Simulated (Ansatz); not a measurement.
# One shape, several levels: NH2 (SMILES [NH2])

Aim: a comparison of 6 runs (USVWN5/3-21G, U-wB97M-V/6-31G*, UCCSDTQ/3-21G, UCCSDT/6-31G*, UCCSDTQ/6-31G*, UCCSD(T)/6-31G*) of NH2. 

The calculation is run with Ansatz 0.2.0.

48 further runs of the same task are left out: 48 set aside as unsound or not needed.

**1. The molecule**

The species is NH2 (3 atoms), meant as a doublet with charge 0. As SMILES, `[NH2]`. The H2–N1 distance was set to 2.535 Å, away from the relaxed value. At this shape a bond of the SMILES string is far longer than usual.

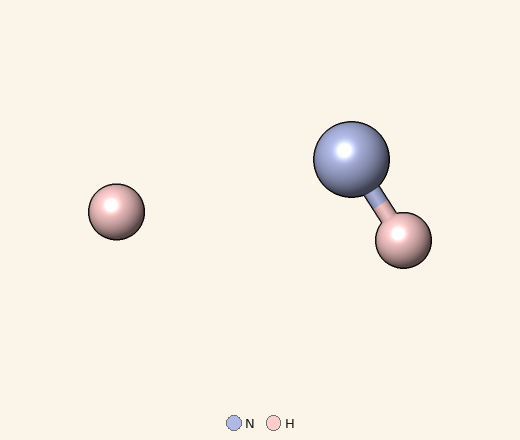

The structure, seen from a chosen angle (nitrogen light blue, hydrogen pink).

**2. The energy at USVWN5/3-21G (run 1)**

in.yaml reads:

```yaml
basis:
  gaussian:
    orbitals: 3-21G.json
crystal:
  periodic: [false, false, false]
  atoms:
    - {symbol: "N", position_ang: [0.534574, -1.685873, 0.116416]}
    - {symbol: H, position_ang: [0.155580, 0.820260, 0.174790]}
    - {symbol: H, position_ang: [-0.235366, -2.141703, -0.361244]}
magnetization:
  spin_polarized: true
  initial_magnetization: 1
hamiltonian:
  xc: {name: SVWN5}
accuracy: high
```

The basis set 3-21G is read from a file made from the Basis Set Exchange's data (not shown).

The run is started by

```console
$ ansatz run in.yaml --threads 1 --pin off --max-ram 2610MiB --events-out events.jsonl --progress --plain --runs-dir runs
```

Standard output:

```text
Warning: RAYON_NUM_THREADS=1 ignored (pool sized by the plan → 1); use --threads N
Functional definition: SVWN5
  name "SVWN5"
  exchange = slater_x
  correlation = vwn5_c
243 factors; integrals over basis functions are off by at most 3.7e-9 eV
mean field evaluation 1: about -1484.0013 eV, gradient 3.5e1 eV
mean field evaluation 2: about -1466.6614 eV, gradient 5.7e1 eV
mean field evaluation 4: about -1490.9161 eV, gradient 1.6e1 eV
mean field evaluation 8: about -1494.2537 eV, gradient 3.0e-1 eV
mean field evaluation 16: about -1494.2503 eV, gradient 4.4e-6 eV
mean field evaluation 32: about -1494.2503 eV, gradient 1.2e-2 eV
mean field -1494.25026222 eV, -54.9126842973 hartree, gradient 8.8e-9 eV, S^2 1.579909; 3 other end points of the search recorded, 0 dependent functions left out
reference -1494.25026344 eV, -54.9126843424 hartree; 5, 4 occupied and 8, 9 virtual orbitals, 243 factors
Total energy: -1494.25026344 eV, -54.9126843424 hartree
```

Wall time 0.76 s (1 thread of Arm Neoverse V1, shared host).

**3. The energy at U-wB97M-V/6-31G(d) (spherical functions) (run 2)**

input.yaml reads:

```yaml
crystal:
  periodic: [false, false, false]
  atoms:
    - {symbol: N, position_ang: [0.534574, -1.685873, 0.116416]}
    - {symbol: H, position_ang: [0.155580, 0.820260, 0.174790]}
    - {symbol: H, position_ang: [-0.235366, -2.141703, -0.361244]}
basis:
  gaussian: {orbitals: 6-31G_st_-spherical.json}
accuracy: high
hamiltonian: {xc: {name: wB97M-V}}
magnetization: {spin_polarized: true, initial_magnetization: 1}
```

The basis set 6-31G* is read from a file made from the Basis Set Exchange's data (not shown).

The run is started by

```console
$ ansatz run input.yaml --threads 1 --pin off --max-ram 2610MiB --events-out events.jsonl --progress --plain --runs-dir runs
```

Standard output, shortened:

```text
Warning: RAYON_NUM_THREADS=1 ignored (pool sized by the plan → 1); use --threads N
Functional definition: wB97M-V
  name "wB97M-V"
[...]
  gx(w, u) = 1 - cx + cx01*u + cx10*w
  gss(w, u) = css00 + css04*u^4 + css10*w + css20*w^2 + css43*w^4*u^3
  gos(w, u) = cos00 + cos10*w + (cos20 + cos21*u)*w^2 + (cos60 + cos61*u)*w^6
[...]
      + integral(e_c_pw_mod_opposite_spin*gos(b97_w_opposite, b97_u_opposite)) + vv10(b, c)
327 factors; integrals over basis functions are off by at most 4.0e-9 eV
130 factors; integrals over basis functions are off by at most 2.5e-9 eV
[...]
mean field -1515.31635790 eV, -55.6868490343 hartree, gradient 2.7e-8 eV, S^2 1.690371; 6 other end points of the search recorded, 0 dependent functions left out
reference -1515.31635994 eV, -55.6868491095 hartree; 5, 4 occupied and 13, 14 virtual orbitals, 327 factors
Total energy: -1515.31635994 eV, -55.6868491095 hartree
```

Run time: 28 s. Hardware: 1 thread of Arm Neoverse V1, shared host; peak memory 0.25 GiB.

Runs 3 to 4 aren't shown in full; the table further down has their settings and results.

**4. The energy at UCCSDTQ/6-31G(d) (spherical functions) (run 5)**

in.yaml reads:

```yaml
crystal:
  periodic: [false, false, false]
  atoms:
    - {symbol: N, position_ang: [0.534574, -1.685873, 0.116416]}
    - {symbol: H, position_ang: [0.155580, 0.820260, 0.174790]}
    - {symbol: H, position_ang: [-0.235366, -2.141703, -0.361244]}
basis:
  gaussian:
    orbitals: 6-31G_st_-spherical.json
correlation:
  method: ccsdtq
  frozen_orbitals: {H: 0, "N": 1}
accuracy: high
scf:
  omitted_lower_state_checks: [cluster_reference, increment]
magnetization:
  spin_polarized: true
  initial_magnetization: 1
```

The basis set 6-31G* is read from a file made from the Basis Set Exchange's data (not shown).

The run is started by

```console
$ ansatz run in.yaml --threads 1 --pin off --max-ram 2610MiB --events-out events.jsonl --progress --plain --runs-dir runs
```

Standard output:

```text
Warning: RAYON_NUM_THREADS=1 ignored (pool sized by the plan → 1); use --threads N
[... 15 lines left out ...]
1 core orbitals not correlated: weight in the atoms' cores, before any rotation towards them, 1.000 or more for the frozen orbitals, at most 0.000 for the correlated occupied ones
[... 74 lines left out ...]
Total energy: -1512.34560061 eV, -55.5776757177 hartree
Checks for a lower state left out: cluster_reference, increment
```

Wall time 35 s (1 thread of Arm Neoverse V1, shared host); peak memory 0.2 GiB.

**5. A single-point energy at UCCSD(T)/6-31G(d) (spherical functions) (run 6)**

molecule.yaml reads:

```yaml
crystal:
  periodic: [false, false, false]
  atoms:
    - {symbol: "N", position_ang: [0.534574, -1.685873, 0.116416]}
    - {symbol: H, position_ang: [0.155580, 0.820260, 0.174790]}
    - {symbol: H, position_ang: [-0.235366, -2.141703, -0.361244]}
basis:
  gaussian: {orbitals: 6-31G_st_-spherical.json}
magnetization: {spin_polarized: true, initial_magnetization: 1}
correlation: {method: ccsd_t, frozen_orbitals: {H: 0, "N": 1}}
accuracy: high
scf: {omitted_lower_state_checks: [cluster_reference, increment]}
```

The basis set 6-31G* is read from a file made from the Basis Set Exchange's data (not shown).

The run is started by

```console
$ ansatz run molecule.yaml --threads 1 --pin off --max-ram 2610MiB --events-out events.jsonl --progress --plain --runs-dir runs
```

Standard output:

```text
Warning: RAYON_NUM_THREADS=1 ignored (pool sized by the plan → 1); use --threads N
[... 15 lines left out ...]
1 core orbitals not correlated: weight in the atoms' cores, before any rotation towards them, 1.000 or more for the frozen orbitals, at most 0.000 for the correlated occupied ones
[... 43 lines left out ...]
Total energy: -1512.28882794 eV, -55.5755893607 hartree
Checks for a lower state left out: cluster_reference, increment
```

Run time: 0.5 s. Hardware: 1 thread of Arm Neoverse V1, shared host.

**6. Overview of the runs**

| run | level | frozen core orbitals | energy (Eh) | ⟨S²⟩ | wall time |
| --- | --- | --- | --- | --- | --- |
| 1 | USVWN5/3-21G | – | -54.912684 | 1.580 | 0.76 s |
| 2 | U-wB97M-V/6-31G* (spherical functions) | – | -55.686849 | 1.690 | 28 s |
| 3 | UCCSDTQ/3-21G | 1 | -55.223462 | 1.739 | 16 s |
| 4 | UCCSDT/6-31G* (spherical functions) | 1 | -55.577295 | 1.741 | 1.8 s |
| 5 | UCCSDTQ/6-31G* (spherical functions) | 1 | -55.577676 | 1.741 | 35 s |
| 6 | UCCSD(T)/6-31G* (spherical functions) | 1 | -55.575589 | 1.741 | 0.5 s |

**7. Results**

| quantity | value |
| --- | --- |
| run 6: total energy | -55.57559 Eh |
| run 6: correlation energy (1 core orbital frozen) | -118.8 mEh |
| run 6: (T) correction | -1.34 mEh |
| run 6: ⟨S²⟩ of the reference determinant | 1.741 |
| run 6: T1 diagnostic | 0.011 |

**Reading.** Totals of different functionals can't be ranked against each other. Spin contamination of the reference: run 4 ⟨S²⟩ = 1.74, run 5 ⟨S²⟩ = 1.74, run 6 ⟨S²⟩ = 1.74, run 3 ⟨S²⟩ = 1.74, run 2 ⟨S²⟩ = 1.69, run 1 ⟨S²⟩ = 1.58. Where it is this large, the reference is a mixture of spin states, and values that rest on it are in doubt. All runs together took 82 s, the longest 35 s.
